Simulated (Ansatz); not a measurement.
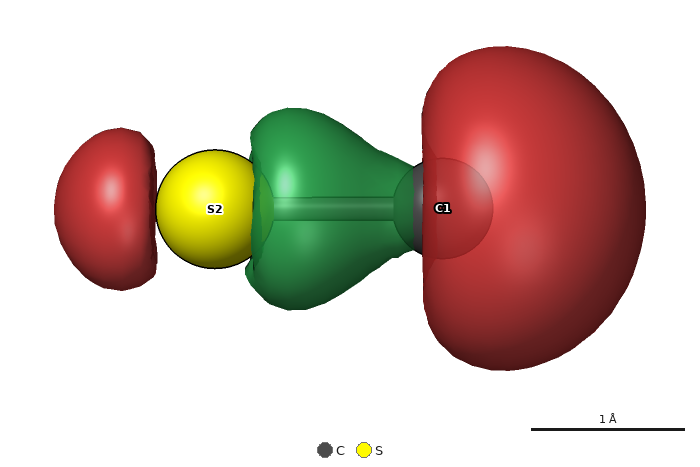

CS (SMILES [C]#[S+]) (charge +1, doublet). The LUMO (β) at ±0.2 Å⁻³ᐟ² (green and red are the two phases), seen from one side.

Geometry: B3LYP-D3(BJ)/def2-SVP; ⟨S²⟩ = 0.81, above the pure value of 0.75.

Theory: isolated molecule in a Gaussian basis; Kohn-Sham density functional theory, functional PBE0 (Ansatz).

Question: Where does this orbital lie, and at what energy?

Answer: It lies mainly on C1 (about 80 %) and S2 (about 20 %); it is of σ type. Its energy is −13.43 eV.
